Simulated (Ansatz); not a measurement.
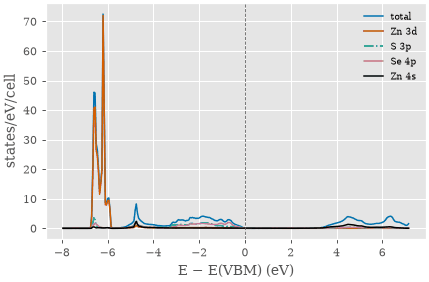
Total and projected density of states of Zn$_{2}$SeS in space group P-4m2 (No. 115; Zn on 2g, Se on 1d, S on 1b), r²SCAN in the plane-wave PAW code Ansatz

### Question
Which orbitals carry the states next to the gap?

### Answer
Top 1 eV of the valence band: Se 4p 62 %, S 3p 27 %, Zn 3d 7 %. Bottom 1 eV of the conduction band: Zn 4s 55 %, S 3s 13 %, Se 4s 10 %, S 3p 7 %, Se 4p 6 %, outside the projected shells 9 %. Projections are on Löwdin-orthogonalised atomic valence shells; empty p or d shells of many metals are not among them.

### Question
Where is the tallest occupied peak in this window, and what makes it?

### Answer
Near -6.2 eV, about 73 states/eV per cell; the largest projected share is Zn 3d.

The first step of the workflow began from a Materials Project structure, measured or hypothetical; the Crystallography Open Database copy checked does not list it. Its standing as an ambient phase is unchecked. The cell was relaxed with r²SCAN under the symmetry of its start; its stability against distortions is not shown here. Scalar-relativistic: spin–orbit coupling is off unless named, which matters more the heavier the elements.

Potentials: the later of the program's two PAW sets.
